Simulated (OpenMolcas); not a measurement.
## Single-point calculation of AlHCl2 (part 2 of 2)

AlHCl2; HF/STO-3G, UHF (OpenMolcas 26.06). A bond length was changed on purpose from its optimised value.

Geometry of the input (Å):
```
Al -2.0673  0.0213  -0.0151
Cl 1.9719  -0.1826  0.0143
Cl -3.1152  1.7518  -0.0305
H  -2.8480  -1.2847  -0.0127
```

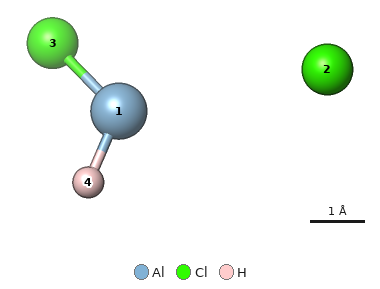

**Figure 1.** The structure as given in the input (ball-and-stick view, seen at a tilt; atoms are numbered from 1 in the order of the input). Sticks mark near contacts.

What the program printed, continued:
```
   1  -148.525376611  -844.419122407   571.782269420   0.00E+00    7.16E-01*   1.22E-01*    1.11E+01   1.32E+02   None         0.
   2  -145.884537967  -840.908901776   570.912887433   2.64E+00*   7.88E-01*   3.33E-01*    7.08E+00   1.32E+02   EDIIS        0.
   3  -148.684577428  -844.257134961   571.461081157  -2.80E+00*   3.41E-01*   4.32E-02*    2.66E+00   1.32E+02   EDIIS        0.
   4  -148.717759021  -844.011682170   571.182446773  -3.32E-02*   3.33E-01*   3.75E-02*    8.08E-01   1.32E+02   EDIIS        0.
   5  -148.732055434  -843.891388118   571.047856308  -1.43E-02*   2.15E-01*   2.58E-02*    6.17E-01   1.32E+02   EDIIS        0.
   6  -148.737763221  -843.815065288   570.965825691  -5.71E-03*   1.32E-01*   1.63E-02*    3.97E-01   1.32E+02   EDIIS        0.
   7  -148.739814372  -843.783901733   570.932610985  -2.05E-03*   5.41E-03*   2.29E-02*    2.43E-01   1.32E+02   c2DIIS       0.
   8  -148.740845159  -843.756765850   570.904444315  -1.03E-03*   4.73E-03*   5.30E-04*    4.92E-02   1.32E+02   QNRc2DIIS    0.
   9  -148.740849456  -843.759986345   570.907660513  -4.30E-06*   3.10E-03*   2.06E-04*    8.53E-03   1.32E+02   QNRc2DIIS    0.
  10  -148.740850358  -843.760109888   570.907783155  -9.01E-07*   2.16E-03*   1.20E-04*    5.77E-03   1.32E+02   QNRc2DIIS    0.
  11  -148.740850668  -843.759996581   570.907669537  -3.10E-07*   1.56E-03*   1.05E-04*    3.91E-03   1.32E+02   QNRc2DIIS    0.
  12  -148.740850792  -843.759962218   570.907635050  -1.25E-07*   1.31E-03*   1.05E-04*    2.66E-03   1.32E+02   QNRc2DIIS    0.
  13  -148.740850846  -843.759947003   570.907619781  -5.36E-08*   1.44E-03*   1.05E-04*    2.20E-03   1.32E+02   QNRc2DIIS    0.
  14  -148.740850991  -843.760016622   570.907689255  -1.45E-07*   8.02E-03*   1.05E-04*    2.23E-03   1.32E+02   QNRc2DIIS    0.
  15  -148.740851614  -843.760367630   570.908039640  -6.23E-07*   9.33E-03*   1.96E-04*    1.22E-02   1.32E+02   QNRc2DIIS    0.
  16  -148.740852314  -843.760657743   570.908329053  -6.99E-07*   2.50E-02*   2.61E-04*    1.40E-02   1.32E+02   QNRc2DIIS    0.
  17  -148.740852945  -843.761468277   570.909138956  -6.31E-07*   1.03E-02*   4.54E-04*    3.75E-02   1.32E+02   QNRc2DIIS    0.
  18  -148.740854676  -843.761615029   570.909283977  -1.73E-06*   5.11E-02*   4.31E-04*    1.53E-02   1.32E+02   QNRc2DIIS    0.
  19  -148.740839619  -843.760938432   570.908622437   1.51E-05*   1.85E+00*   9.79E-04*    7.78E-02   1.32E+02   QNRc2DIIS    0.
  20  -148.740818663  -843.776323297   570.924028258   2.10E-05*   7.81E-01*   1.04E-03*    2.54E+00   1.32E+02   QNRc2DIIS    0.
  21  -148.740784586  -843.757231687   570.904970725   3.41E-05*   5.20E-03*   1.49E-04*    1.12E+00   1.32E+02   QNRc2DIIS    0.
  22  -148.740784842  -843.757530993   570.905269776  -2.56E-07*   3.84E-03*   3.37E-05*    8.23E-03   1.32E+02   QNRc2DIIS    0.
  23  -148.740784864  -843.757454705   570.905193465  -2.21E-08*   8.47E-04*   3.31E-05*    6.03E-03   1.32E+02   QNRc2DIIS    0.
  24  -148.740784880  -843.757439260   570.905178005  -1.61E-08*   1.38E-03*   3.26E-05*    1.34E-03   1.32E+02   QNRc2DIIS    0.
  25  -148.740784891  -843.757413330   570.905152063  -1.14E-08*   1.11E-03*   3.20E-05*    2.17E-03   1.32E+02   QNRc2DIIS    0.
  26  -148.740784916  -843.757410080   570.905148788  -2.48E-08*   4.68E-03*   3.38E-05*    1.70E-03   1.32E+02   QNRc2DIIS    0.
  27  -148.740784953  -843.757388050   570.905126721  -3.74E-08*   4.10E-03*   6.96E-05*    7.19E-03   1.32E+02   QNRc2DIIS    0.
  28  -148.740785102  -843.757470912   570.905209434  -1.48E-07*   2.20E-02*   6.08E-05*    6.16E-03   1.32E+02   QNRc2DIIS    0.
  29  -148.740785438  -843.757921402   570.905659588  -3.36E-07*   2.04E-02*   1.96E-04*    3.30E-02   1.32E+02   QNRc2DIIS    0.
  30  -148.740786140  -843.758129932   570.905867416  -7.02E-07*   8.73E-01*   2.06E-04*    3.03E-02   1.32E+02   QNRc2DIIS    0.
  31  -148.740806250  -843.779108673   570.926826047  -2.01E-05*   1.28E-01*   1.61E-03*    1.11E+00   1.32E+02   QNRc2DIIS    0.
  32  -148.740838523  -843.787459557   570.935144658  -3.23E-05*   1.01E+00*   4.32E-04*    1.63E-01   1.32E+02   QNRc2DIIS    0.
  33  -148.740785924  -843.757922918   570.905660618   5.26E-05*   1.99E-02*   3.38E-05*    1.26E+00   1.32E+02   QNRc2DIIS    0.
  34  -148.740786697  -843.758316761   570.906053688  -7.73E-07*   1.78E+00*   3.48E-05*    2.95E-02   1.32E+02   QNRc2DIIS    0.
  35  -148.740784332  -843.772869573   570.920608865   2.36E-06*   1.33E-02*   1.38E-03*    2.47E+00   1.32E+02   QNRc2DIIS    0.
  36  -148.740799671  -843.771018145   570.918742098  -1.53E-05*   1.21E+00*   7.13E-04*    2.16E-02   1.32E+02   QNRc2DIIS    0.
  37  -148.740772151  -843.751137561   570.898889034   2.75E-05*   1.99E-01*   3.69E-04*    1.75E+00   1.32E+02   QNRc2DIIS    0.
  38  -148.740772972  -843.751310483   570.899061135  -8.21E-07*   2.28E-01*   1.31E-04*    3.19E-01   1.32E+02   QNRc2DIIS    0.
  39  -148.740773497  -843.751090191   570.898840318  -5.25E-07*   1.22E-01*   1.38E-04*    3.66E-01   1.32E+02   QNRc2DIIS    0.
  40  -148.740772984  -843.750810208   570.898560848   5.13E-07*   9.67E-03*   5.36E-05*    1.95E-01   1.32E+02   QNRc2DIIS    0.
  41  -148.740772948  -843.750638261   570.898388937   3.64E-08*   1.05E-02*   4.05E-05*    1.55E-02   1.32E+02   QNRc2DIIS    0.
  42  -148.740772976  -843.750837114   570.898587763  -2.81E-08*   1.92E-03*   3.46E-05*    1.68E-02   1.32E+02   QNRc2DIIS    0.
  43  -148.740772987  -843.750812050   570.898562688  -1.05E-08*   8.30E-03*   2.69E-05*    3.09E-03   1.32E+02   QNRc2DIIS    0.
  44  -148.740772910  -843.750814185   570.898564899   7.60E-08*   7.25E-03*   8.74E-05*    1.34E-02   1.32E+02   QNRc2DIIS    0.
  45  -148.740772986  -843.750846255   570.898596893  -7.55E-08*   1.94E-04*   3.31E-05*    1.17E-02   1.32E+02   QNRc2DIIS    0.
  46  -148.740772983  -843.750851188   570.898601829   2.80E-09*   1.12E-04*   3.40E-05*    3.10E-04   1.32E+02   QNRc2DIIS    0.
  47  -148.740772982  -843.750851804   570.898602447   1.44E-09*   3.04E-04*   3.44E-05*    1.73E-04   1.32E+02   QNRc2DIIS    0.
  48  -148.740772988  -843.750850516   570.898601152  -6.34E-09*   5.38E-04*   3.30E-05*    4.71E-04   1.32E+02   QNRc2DIIS    0.
  49  -148.740772979  -843.750845743   570.898596388   9.28E-09*   3.43E-04*   3.41E-05*    8.30E-04   1.32E+02   QNRc2DIIS    0.
  50  -148.740772984  -843.750845985   570.898596625  -5.45E-09*   1.98E-04*   3.26E-05*    5.33E-04   1.32E+02   QNRc2DIIS    0.
  51  -148.740772989  -843.750844725   570.898595360  -4.68E-09*   1.01E-03*   3.22E-05*    3.08E-04   1.32E+02   QNRc2DIIS    0.
  52  -148.740772972  -843.750829301   570.898579953   1.74E-08*   5.73E-05*   3.39E-05*    1.56E-03   1.32E+02   QNRc2DIIS    0.
  53  -148.740772973  -843.750813404   570.898564055  -1.22E-09*   7.07E-04*   3.18E-05*    9.81E-05   1.32E+02   QNRc2DIIS    0.
  54  -148.740772982  -843.750837146   570.898587788  -9.44E-09*   1.44E-03*   3.37E-05*    1.09E-03   1.32E+02   QNRc2DIIS    0.
  55  -148.740772962  -843.750793394   570.898544056   2.02E-08*   5.82E-03*   3.13E-05*    2.23E-03   1.32E+02   QNRc2DIIS    0.
  56  -148.740772880  -843.750647832   570.898398576   8.21E-08*   8.27E-02*   2.87E-05*    8.99E-03   1.32E+02   QNRc2DIIS    0.
  57  -148.740772313  -843.748734284   570.896485596   5.67E-07*   2.07E-04*   6.30E-06*    1.29E-01   1.32E+02   QNRc2DIIS    0.
  58  -148.740772313  -843.748675343   570.896426654  -5.83E-10*   2.04E-04*   3.26E-06*    3.45E-04   1.32E+02   QNRc2DIIS    0.
  59  -148.740772313  -843.748685288   570.896436599  -1.41E-10*   3.65E-05*   4.40E-07*    3.31E-04   1.32E+02   QNRc2DIIS    0.
  60  -148.740772313  -843.748685924   570.896437235  -4.09E-12    1.12E-05*   9.78E-08     5.89E-05   1.32E+02   QNRc2DIIS    0.
  61  -148.740772313  -843.748685814   570.896437125   6.82E-13*   1.19E-06    5.66E-08     1.80E-05   1.32E+02   QNRc2DIIS    0.
  62  -148.740772313  -843.748685998   570.896437309  -4.55E-13    6.88E-07    1.03E-08     1.92E-06   1.32E+02   QNRc2DIIS    0.

       Convergence after  62 Iterations
--

 *****************************************************************************************************************************
 *                                             SCF/KS-DFT Program, Final results                                             *
 *                                                       Final Results                                                       *
 *****************************************************************************************************************************

::    Total SCF energy                              -1148.7407723135
      One-electron energy                           -1843.7486859984
      Two-electron energy                             570.8964373090
      Nuclear repulsion energy                        124.1114763759
      Kinetic energy (interpolated)                  1130.0265698909
      Virial theorem                                    1.0165608517
      Total spin, S(S+1)                                0.9942094229
      Total spin, S                                     0.6154413579
      Max non-diagonal density matrix element           0.0000006692
      Max non-diagonal Fock matrix element              0.0000001528

      All orbitals with orbital energies smaller than  E(LUMO)+0.5 are printed

++    Molecular orbitals:
      -------------------

      Title: UHF orbitals (alpha)

      Molecular orbitals for symmetry species 1: a

          Orbital            1         2         3         4         5         6         7         8         9        10
          Energy         -103.7545 -103.5640  -57.7992  -10.4381  -10.2636   -7.8989   -7.8735   -7.8735   -7.7058   -7.7030
          Occ. No.          1.0000    1.0000    1.0000    1.0000    1.0000    1.0000    1.0000    1.0000    1.0000    1.0000

          Orbital           11        12        13        14        15        16        17        18        19        20
          Energy           -7.7020   -4.7314   -2.9628   -2.9607   -2.9484   -1.0519   -0.9523   -0.5281   -0.4654   -0.4601
          Occ. No.          1.0000    1.0000    1.0000    1.0000    1.0000    1.0000    1.0000    1.0000    1.0000    1.0000

          Orbital           21        22        23        24        25        26        27        28
          Energy           -0.4599   -0.3691   -0.3596   -0.3440    0.2376    0.3361    0.5337    0.6953
          Occ. No.          1.0000    1.0000    1.0000    1.0000    0.0000    0.0000    0.0000    0.0000

--

      All orbitals with orbital energies smaller than  E(LUMO)+0.5 are printed

++    Molecular orbitals:
      -------------------

      Title: UHF orbitals (beta)

      Molecular orbitals for symmetry species 1: a

          Orbital            1         2         3         4         5         6         7         8         9        10
          Energy         -103.7466 -103.5646  -57.8095  -10.4273  -10.2646   -7.8690   -7.8690   -7.8553   -7.7086   -7.7032
          Occ. No.          1.0000    1.0000    1.0000    1.0000    1.0000    1.0000    1.0000    1.0000    1.0000    1.0000

          Orbital           11        12        13        14        15        16        17        18        19        20
          Energy           -7.7031   -4.7516   -2.9824   -2.9691   -2.9683   -0.9606   -0.9302   -0.5144   -0.4266   -0.4265
          Occ. No.          1.0000    1.0000    1.0000    1.0000    1.0000    1.0000    1.0000    1.0000    1.0000    1.0000

          Orbital           21        22        23        24        25        26        27
          Energy           -0.4048   -0.3611   -0.3608   -0.2086    0.0449    0.2867    0.5033
          Occ. No.          1.0000    1.0000    1.0000    1.0000    0.0000    0.0000    0.0000

--

++    Molecular charges:
      ------------------

      Mulliken charges per centre and basis function type
      ---------------------------------------------------

                            AL1                     CL2                     CL3                     H4
                     alpha        beta       alpha        beta       alpha        beta       alpha        beta
      1s           2.4051      2.7787      3.0000      3.0000      2.9932      2.9945      0.5497      0.7116
      2px          1.0565      1.4701      1.9997      1.0388      1.9146      1.9605      0.0000      0.0000
      2pz          1.0285      1.0341      2.0000      2.0000      1.9715      1.9659      0.0000      0.0000
      2py          1.2213      1.2074      2.0000      1.9691      1.8599      1.8693      0.0000      0.0000
      Total        5.7115      6.4903      8.9997      8.0079      8.7391      8.7903      0.5497      0.7116
      Total             12.2018                 17.0076                 17.5294                  1.2613

      Charge            0.7982                 -0.0076                 -0.5294                 -0.2613

      Total electronic charge=   48.000000

      Total            charge=   -0.000000
--

++    Molecular orbitals:
      -------------------

      Title: Natural orbitals

      Molecular orbitals for symmetry species 1: a

          Orbital            1         2         3         4         5         6         7         8         9        10
          Energy         -103.7506 -103.5643  -57.8044  -10.4327  -10.2641   -7.8771   -7.8713   -7.8713   -7.7068   -7.7031
          Occ. No.          2.0000    2.0000    2.0000    2.0000    2.0000    2.0000    2.0000    2.0000    2.0000    2.0000

          Orbital           11        12        13        14        15        16        17        18        19        20
          Energy           -7.7028   -4.7407   -2.8946   -2.9001   -2.9644   -0.9908   -0.9411   -0.4398   -0.4127   -0.4430
          Occ. No.          2.0000    2.0000    2.0000    2.0000    2.0000    2.0000    2.0000    2.0000    2.0000    2.0000

          Orbital           21        22        23        24        25        26        27        28
          Energy           -0.4579   -0.4247   -0.4436   -0.1430   -0.0883    0.5975    0.3114    0.5767
          Occ. No.          1.9999    1.9999    1.9975    1.1056    0.8944    0.0025    0.0001    0.0001

--

++    Molecular properties:
      ---------------------

      Charge (e):
                      =   -0.0000
      Dipole Moment (debye):
      Origin of the operator (angstrom)=   -1.0072    0.5530   -0.0101
                   X=  2.6850E+00               Y= -2.3785E+00               Z=  2.8122E-02           Total=  3.5871E+00
      Quadrupole Moment (debye*angstrom):
      Origin of the operator (angstrom)=   -1.0072    0.5530   -0.0101
                  XX= -4.0271E+01              XY=  4.7647E+00              XZ= -8.8258E-02              YY= -3.9475E+01
                  YZ=  7.7538E-02              ZZ= -3.0890E+01
      In traceless form (debye*angstrom)
                  XX= -5.0888E+00              XY=  7.1470E+00              XZ= -1.3239E-01              YY= -3.8941E+00
                  YZ=  1.1631E-01              ZZ=  8.9829E+00
--

--- Stop Module: scf /rc=_RC_ALL_IS_WELL_ ---
--- Module scf spent 1 second ---

.##################.
.# Happy landing! #.
.##################.

    Timing: Wall=2.83 User=2.22 System=0.60
```

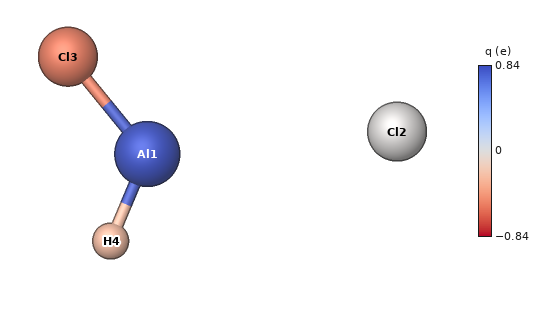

**Figure 2.** Mulliken charges, as the colour of each atom (ball-and-stick view, seen on its broad side; atoms are numbered from 1 in the order of the input). By element: Al +0.80, Cl −0.53 to −0.01 and H −0.26 e.

Summary:

- outcome: converged
- total energy: −1148.740772 hartree
- basis functions: 28
- ⟨S²⟩: 0.994
- HOMO: −5.68 eV
- LUMO: 1.22 eV
- dipole moment: 3.59 debye
- wall time: 3.3 s
- peak memory: 0.37 GiB

Remarks:

The record of the run, not the program, notes: spin contamination. ⟨S²⟩ is 0.99 against 0.00 for a pure state: the solution is spin-contaminated.
